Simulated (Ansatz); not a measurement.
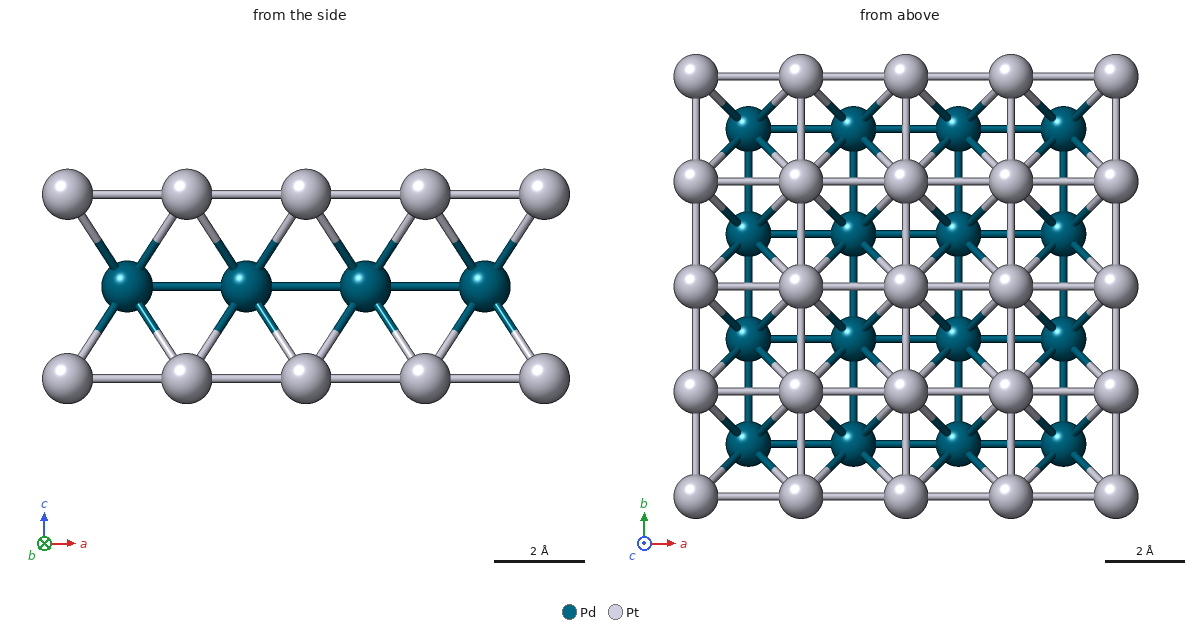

A ball-and-stick picture of a periodic slab, seen from the side and from above. The surface normal points up in side views; the vacuum is left out. 4×4 cells are drawn in the plane, with atoms at the edges repeated.

The cell holds 1 Pd, 2 Pt.

Which elements lie outermost on each side?

The top face ends in Pt, the bottom face in Pt. The two faces are alike.

How far does the slab extend along the normal?

About 4.1 Å from the lowest to the highest atom.

What layers make up the slab, from top to bottom?

Three planes: Pt / Pd / Pt.

How are the atoms coordinated and connected?

The neighbours of Pd are eight Pt and four Pd in a cuboctahedral arrangement (about 2.8 Å to Pt, 2.7 Å to Pd). Around each Pt lie four Pd and four Pt (about 2.8 Å to Pd, 2.7 Å to Pt). The bonds build PdPt2 layers parallel to the surface.

Origin of the cell: a structure type filled with these elements by a generator (whether the compound takes this form wasn't checked). Relaxation method: DFT PBE, scalar-relativistic, plane waves, PAW (Ansatz 0.2.0).
